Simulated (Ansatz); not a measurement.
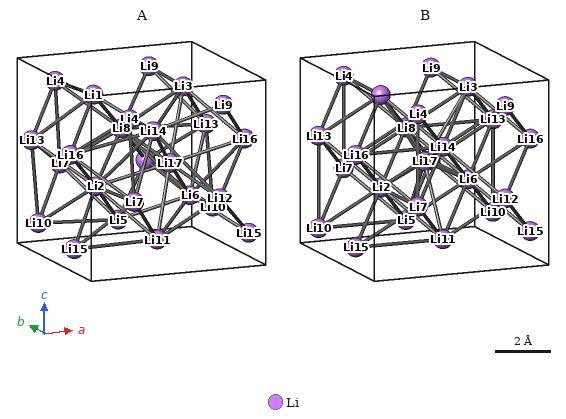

Two geometries of a defect cell of composition Li, drawn at one scale. One is the start of a relaxation, the other its converged end. A ball-and-stick model of the cell of the calculation, reduced to other axes (origin shifted), seen slightly off an axis. Lengths and directions refer to the drawn axes.

Method: DFT r2SCAN, scalar-relativistic, plane waves, PAW in Ansatz. (plane-wave cutoff 500 eV; k-point mesh 4 × 4 × 4; occupations gaussian; smearing width 0.05 eV; no spin polarisation; atoms relaxed in a fixed cell; force threshold 0.03 eV/Å; at most 60 steps)

### Which of the two is the end point?

Structure A is the relaxed one. It is an interstitial Li in bcc Li. The run prepares an end point of a later path (interstitial hop) calculation, from a guessed geometry. The atoms of the start lie slightly off their symmetric places, so part of the fall in energy undoes that. Over 10 accepted moves (12 points after the start) the energy falls by 1.730 eV per cell of the calculation. The largest force component goes from 1.7 to 0.01 eV/Å. 2 steps only repeated the SCF at the same geometry. Li17 moves most: 1.12 Å along [1 −1 0]. The cell doesn't change. Some distances before and after: Li6–Li14 3.022 → 4.787 Å, Li16–Li17 4.003 → 2.900 Å, Li12–Li17 3.984 → 2.908 Å, Li2–Li17 1.935 → 2.862 Å. Bond angles that change, for instance: Li6–Li17–Li14 101.8° → 176.3°, Li3–Li17–Li11 134.0° → 178.7°, Li9–Li14–Li17 141.1° → 98.5°.

Limits of the set-up: the periodic images lie only 7.0 Å apart, so the values are limited by the cell's size.
